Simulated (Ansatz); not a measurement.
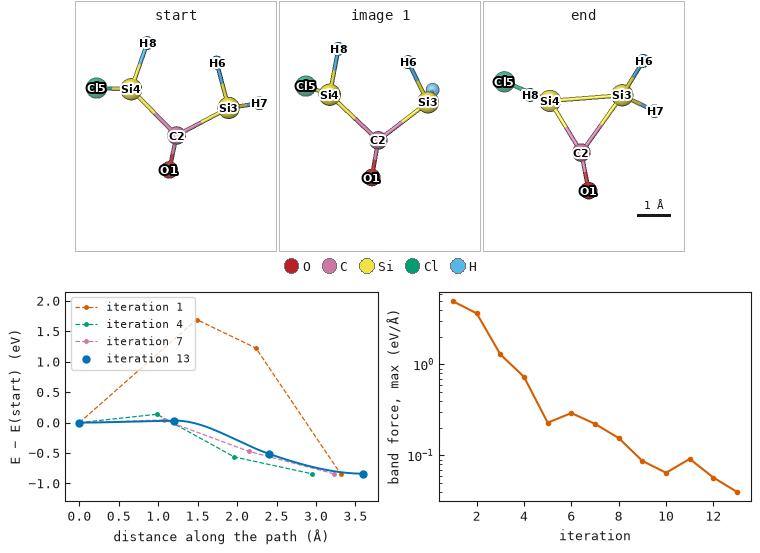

A nudged-elastic-band calculation for CH3ClOSi2. Images are numbered from 0 (start) to 3 (end). The plot follows the band through its iterations. A ball-and-stick model, seen at a tilt.

Theory: Ansatz 0.2.0, RKS r2SCAN-D4/def2-SVP.

The input:
```yaml
crystal:
  periodic: [false, false, false]
  atoms:
    - { symbol: O, position_ang: [1.196877, -1.809913, -0.423694] }
    - { symbol: C, position_ang: [0.576545, -0.924316, 0.094072] }
    - { symbol: Si, position_ang: [1.064745, 0.534652, 1.193292] }
    - { symbol: Si, position_ang: [-1.324191, -0.574151, -0.328746] }
    - { symbol: Cl, position_ang: [-1.5158, -0.830438, -2.378816] }
    - { symbol: H, position_ang: [-0.151258, 1.380502, 1.394853] }
    - { symbol: H, position_ang: [2.07612, 1.355536, 0.448493] }
    - { symbol: H, position_ang: [-1.830838, 0.811029, -0.055154] }
basis:
  gaussian: { orbitals: def2-SVP }
hamiltonian:
  xc: r2scan
  dispersion: d4
neb:
  order_check: false
  images: 2
  f_tol: 0.05
  max_iterations: 60
  climbing: false
  final_atoms:
    - { symbol: O, position_ang: [1.23194102, -2.08634857, 0.28664093] }
    - { symbol: C, position_ang: [0.48754243, -1.18186777, 0.16304025] }
    - { symbol: Si, position_ang: [0.58324615, 0.88795199, 0.69518918] }
    - { symbol: Si, position_ang: [-0.84441974, -0.16031571, -0.72772802] }
    - { symbol: Cl, position_ang: [-1.673106, -0.02226974, -2.63880956] }
    - { symbol: H, position_ang: [0.24944527, 1.93019793, 1.72341609] }
    - { symbol: H, position_ang: [1.97320501, 1.10159762, 0.19097834] }
    - { symbol: H, position_ang: [-1.91565414, -0.52604476, 0.25157279] }
  initial_path:
    images:
      - { positions_ang: [[1.196877, -1.809913, -0.423694], [0.576545, -0.924316, 0.094072], [1.064745, 0.534652, 1.193292], [-1.324191, -0.574151, -0.328746], [-1.5158, -0.830438, -2.378816], [-0.151258, 1.380502, 1.394853], [2.07612, 1.355536, 0.448493], [-1.830838, 0.811029, -0.055154]] }
      - { positions_ang: [[0.99800525, -1.91685915, 0.2049165], [0.39718167, -0.88921059, 0.18274744], [0.9578506, 0.62915497, 0.82827132], [-1.17882002, -0.66242766, -0.52504046], [-1.16115278, -0.22200851, -2.48039535], [0.30581447, 1.30209923, 1.77657452], [1.88088129, 1.40234638, -0.0521039], [-2.10756048, 0.29980634, 0.00932993]] }
      - { positions_ang: [[1.00969326, -2.00900435, 0.44169481], [0.36751414, -0.97506118, 0.20573686], [0.79735099, 0.74692164, 0.66223705], [-1.01889627, -0.52448256, -0.65803446], [-1.21358811, 0.04738091, -2.56705987], [0.43938222, 1.4853312, 1.88609555], [1.84657629, 1.31770025, -0.13794212], [-2.13583252, -0.14588492, 0.11157219]] }
      - { positions_ang: [[1.23194102, -2.08634857, 0.28664093], [0.48754243, -1.18186777, 0.16304025], [0.58324615, 0.88795199, 0.69518918], [-0.84441974, -0.16031571, -0.72772802], [-1.673106, -0.02226974, -2.63880956], [0.24944527, 1.93019793, 1.72341609], [1.97320501, 1.10159762, 0.19097834], [-1.91565414, -0.52604476, 0.25157279]] }
```

Command:
```bash
ansatz run input.yaml --threads 2 --pin off --max-ram 3072MiB --backend cpu --events-out ev --progress --plain --runs-dir out
```

Did the band converge, and can the barrier be trusted?

Answer. The run is converged, with reservations. The band converged in 13 iterations. The largest component of the band force went from 4.9 to 0.04 eV/Å. No image climbed, so the highest image needn't lie on the saddle point, and the true maximum along this path can be higher. So few images resolve the path coarsely. The first iteration put the highest image at 1.69 eV. The highest point, image 1, lies 0.03 eV above the start and 0.87 eV above the end; the end is at −0.84 eV relative to the start.

Cost: 45 s on 2 threads of Intel(R) Xeon(R) 6975P-C (Granite Rapids), with other jobs on the host, peak memory 0.17 GiB.
